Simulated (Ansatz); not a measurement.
## Electronic structure of BH$_{4}$N···H$_{2}$···NH$_{3}$ in real space

The calculation's input:

```
crystal:
  periodic: [false, false, false]
  atoms:
    - {symbol: B, position_ang: [-2.038100, 0.309050, -0.003220]}
    - {symbol: H, position_ang: [0.887293, -1.795752, -2.048368]}
    - {symbol: H, position_ang: [-1.695713, 1.205990, -0.724020]}
    - {symbol: H, position_ang: [-3.182183, -0.047635, 0.045445]}
    - {symbol: H, position_ang: [1.638682, 1.672559, 0.177762]}
    - {symbol: N, position_ang: [-1.086971, -0.318873, 0.777627]}
    - {symbol: H, position_ang: [0.434897, -1.512083, -1.525251]}
    - {symbol: N, position_ang: [1.790341, 0.699050, 0.413579]}
    - {symbol: H, position_ang: [-0.104597, -0.052239, 0.777441]}
    - {symbol: H, position_ang: [-1.314511, -1.074273, 1.402046]}
    - {symbol: H, position_ang: [2.156861, 0.244628, -0.414213]}
    - {symbol: H, position_ang: [2.514001, 0.669678, 1.121172]}
basis:
  gaussian: {orbitals: def2-TZVPP}
hamiltonian: {xc: pbe0, dispersion: d4}
output: {orbitals: {seedname: orbitals}}
```

Run with:

```sh
ansatz run in.yaml --threads 4 --pin off --events-out ev --progress --plain --max-ram 9574MiB
```

The product side of a reaction path; geometry: PBE0-D4/def2-TZVP.

These are results of RKS PBE0-D4/def2-TZVPP (Ansatz), not measurements.

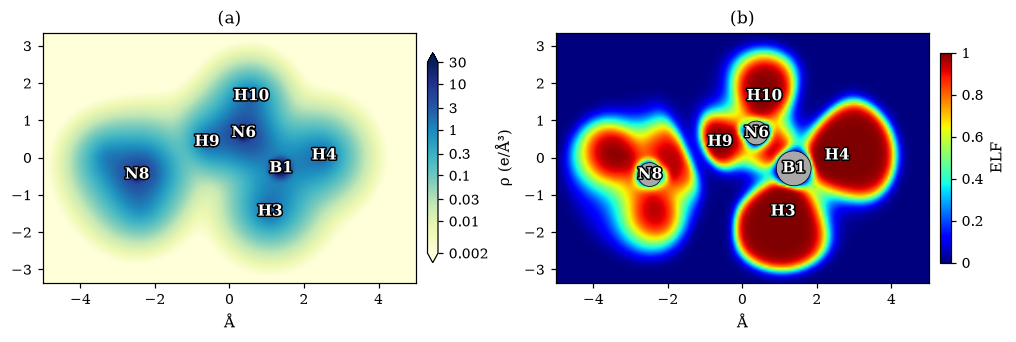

Figure 1. (a) electron density; (b) electron localisation function on the plane of atoms H3, B1 and H4. Grey discs cover the atomic cores in the ELF map.

What do the fields say about this system?

- The section cuts through B, H and N sites.
- N8···H9 (2.07 Å): the density falls to about 0.16 e/Å³ on the way; the ELF dips to about 0.10 between them (a closed-shell contact with the geometry of a hydrogen bond).
- B–N (1.38 Å): ρ is about 2 e/Å³ halfway; the ELF peaks at about 0.90 between the atoms, as expected for a polar covalent bond.
- N–H (1.01 Å): ρ is about 2.9 e/Å³ halfway; the ELF climbs to about 1 towards the hydrogen, as it does in any bond to H: a covalent bond by its length.
- B–H (1.20 Å): the density is about 1.3 e/Å³ at the midpoint; the ELF climbs to about 1 towards the hydrogen (a covalent bond by its length).

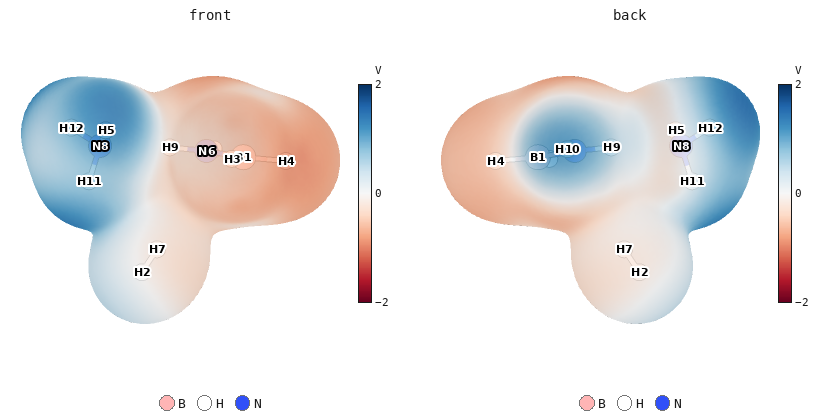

Figure 2. The molecular electrostatic potential painted on the density surface at 0.001 e/bohr³, seen from the front and from behind; red is negative and blue positive.

Describe the electrostatic potential map.

The most negative region (about −0.9 V) lies over H4, the most positive (about +1.5 V) over H12.

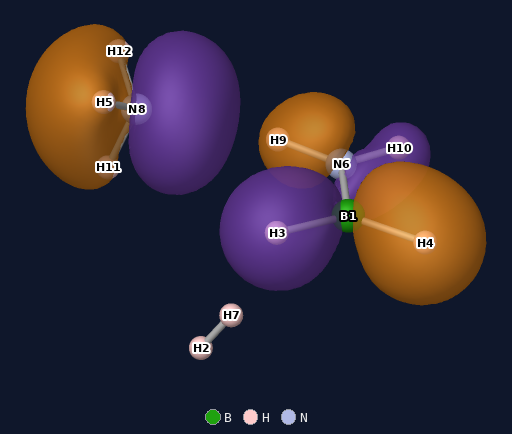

Figure 3. The HOMO−1 at ±0.1 Å⁻³ᐟ² (orange and purple are the two phases), seen at a tilt.

What is the character of this orbital?

It lies mainly on N8 (about 45 %), B1 (about 15 %), H4 (about 10 %), N6 (about 10 %) and H3 (about 5 %). Its energy is −8.15 eV.
